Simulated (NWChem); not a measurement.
# CO (carbon monoxide) at 4 levels

We compute a comparison of 4 runs (HF/STO-3G, HF/3-21G, B3LYP/6-31G*) of CO (carbon monoxide). 

The calculation is run with NWChem 7.3.0.

2 further runs of the same task are left out: 2 set aside as unsound or not needed.

## Step 1: The molecule

CO: 2 atoms, total charge 0, spin state singlet. SMILES: `[C-]#[O+]`. Geometry: relaxed at PBE0-D4/def2-TZVP.

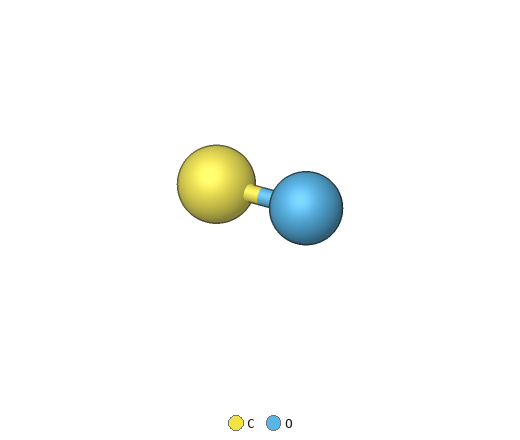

Viewed from a chosen angle; carbon yellow, oxygen blue.

## Step 2: Energy and gradient at HF/STO-3G (run 1)

Input file struct.nw:

```
start struct
memory 2200 mb

geometry units bohr noautosym nocenter noautoz
  C      0.90687957    -0.29309652     0.46714030
  O     -0.90687957     0.29309652    -0.46714030
end

basis spherical bse
  * library STO-3G
end

scf
  thresh 1e-08
  maxiter 80
  print low
end

task scf gradient
```

Started as:

```sh
nwchem struct.nw > struct.out
```

Log:

```text
[...]
  functions       =    10
[...]
  wavefunction    = RHF
[...]
         Total SCF energy =   -111.224005017768
      One-electron energy =   -197.191001564518
      Two-electron energy =     63.355213301725
 Nuclear repulsion energy =     22.611783245025
        Time for solution =      0.0s
[...]
                         RHF ENERGY GRADIENTS
    atom               coordinates                        gradient
                 x          y          z           x          y          z
   1 C       0.906880  -0.293097   0.467140   -0.060356   0.019507  -0.031090
   2 O      -0.906880   0.293097  -0.467140    0.060356  -0.019507   0.031090
 Task  times  cpu:        0.1s     wall:        0.1s
 Total times  cpu:        0.1s     wall:        0.1s
```

It took 0.62 s on 1 thread of AMD EPYC 7R13 (Zen 3), shared host; peak memory 0.1 GiB.

## Step 3: Energy and gradient at HF/3-21G (run 2)

Input file co.nw:

```
start co
title "CO"
memory total 2200 mb

geometry noautosym nocenter noautoz
   C      0.479900    -0.155100     0.247200
   O     -0.479900     0.155100    -0.247200
end

basis spherical bse
   * library 3-21G
end

scf
   thresh 1e-08
   maxiter 80
end

task scf gradient
```

Started as:

```sh
nwchem co.nw > co.out
```

Log:

```text
[...]
  functions       =    18
[...]
  wavefunction    = RHF
[...]
         Total SCF energy =   -112.093219569025
      One-electron energy =   -197.310381008467
      Two-electron energy =     62.605376508389
 Nuclear repulsion energy =     22.611784931054
        Time for solution =      0.1s
[...]
                         RHF ENERGY GRADIENTS
    atom               coordinates                        gradient
                 x          y          z           x          y          z
   1 C       0.906880  -0.293097   0.467140   -0.012862   0.004157  -0.006625
   2 O      -0.906880   0.293097  -0.467140    0.012862  -0.004157   0.006625
[...]
```

It took 0.64 s on 1 thread of AMD EPYC 7R13 (Zen 3), shared host; peak memory 0.1 GiB.

Run 3 isn't shown in full; the table further down has it.

## Step 4: Energy and gradient at B3LYP/6-31G(d) (Cartesian functions) (run 4)

Input file co.nw:

```
start co
title "CO"
memory stack 880 mb heap 220 mb global 1100 mb

geometry units angstroms noautosym nocenter noautoz
  C      0.479900    -0.155100     0.247200
  O     -0.479900     0.155100    -0.247200
end

basis "ao basis" cartesian
  C library 6-31G*
  O library 6-31G*
end

dft
  xc b3lyp
  grid xfine
  convergence energy 1e-08
  maxiter 100
  mulliken
  noprint "final vectors analysis"
end

task dft gradient
```

Started as:

```sh
nwchem co.nw > co.out
```

Log:

```text
[...]
          Wavefunction type:  closed shell.
          No. of atoms     :     2
          No. of electrons :    14
[...]
          Charge           :     0
          Spin multiplicity:     1
[...]
          AO basis - number of functions:    30
[...]
              XC Information
              --------------
                         B3LYP Method XC Potential
                     Hartree-Fock (Exact) Exchange  0.200
                        Slater Exchange Functional  0.800 local
                    Becke 1988 Exchange Functional  0.720 non-local
              Lee-Yang-Parr Correlation Functional  0.810
                  VWN I RPA Correlation Functional  0.190 local
[...]
 d= 0,ls=0.0,diis     1   -113.2595557393 -1.36D+02  3.01D-02  4.55D-01     0.3
[...]
 d= 0,ls=0.0,diis     7   -113.3089539911 -1.66D-09  6.05D-07  5.12D-10     1.1
         Total DFT energy =     -113.308953991060
      One electron energy =     -198.544252556821
           Coulomb energy =       76.522963858485
    Exchange-Corr. energy =      -13.899450223778
 Nuclear repulsion energy =       22.611784931054
[...]
      Total Density - Mulliken Population Analysis
     ---------------------------------------------
    Atom       Charge   Shell Charges
 -----------   ------   -------------------------------------------------------
    1 C    6     5.84   1.99  0.84  1.58  1.01  0.41  0.01
    2 O    8     8.16   1.99  0.94  2.87  0.91  1.45  0.01
[...]
  wavefunction    = closed shell
                         DFT ENERGY GRADIENTS
    atom               coordinates                        gradient
                 x          y          z           x          y          z
   1 C       0.906880  -0.293097   0.467140   -0.031433   0.010159  -0.016191
   2 O      -0.906880   0.293097  -0.467140    0.031433  -0.010159   0.016191
[...]
```

It took 1.9 s on 1 thread of AMD EPYC 7R13 (Zen 3), shared host; peak memory 0.12 GiB.

## Step 5: All runs side by side

```
run                               level  iteration cap  module  energy (Eh)  largest force (eV/Å)  wall time
  1                           HF/STO-3G             80     scf  -111.224005                 3.632     0.62 s
  2                            HF/3-21G             80     scf  -112.093220                 0.774     0.64 s
  3  B3LYP/6-31G* (spherical functions)            100     dft  -113.306427                 1.867      1.9 s
  4  B3LYP/6-31G* (Cartesian functions)            100     dft  -113.308954                 1.892      1.9 s
```

## Step 6: Results

| quantity | value |
| --- | --- |
| run 4: total energy | -113.30895 Eh |
| run 4: dipole moment | 0.11 D |
| run 4: largest force on an atom | 1.892 eV/Å |

What this shows: Over runs 2, 3, 4 the dipole moment (its size) runs from 0.11 D (B3LYP/6-31G*) to 0.37 D (HF/3-21G). The two ends differ in method and basis. The two dipoles point in opposite directions. In run 1 the basis is minimal, so the values are rough. All runs together took 5.1 s, the longest 1.9 s.
